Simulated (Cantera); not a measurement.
A closed system holds: 1 mol NH3, a varied amount of O2, equilibrated at 2498.15 K and 0.100 bar.

These are equilibrium values from Cantera (NASA tables, ideal gas, pure condensed phases), not measurements of a reactor. Candidate condensed phases: H2O; 24 gas species. Equilibrium is a limit: real reactors are often held back by kinetics, nucleation or transport.

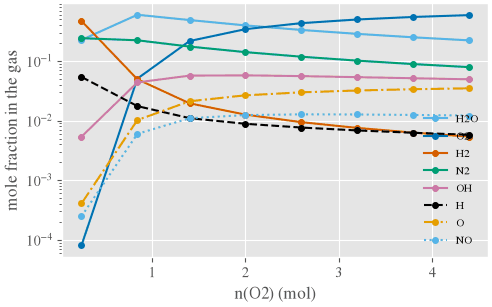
Fig. 1. Equilibrium gas composition (values under 1e-9 drawn at 1e-9)

Read off the mole fractions at 2 mol O2.

H2O about 0.40, O2 about 0.34, N2 about 0.14, OH about 0.058, O about 0.027, H2 about 0.013, NO about 0.012, H about 0.0089.
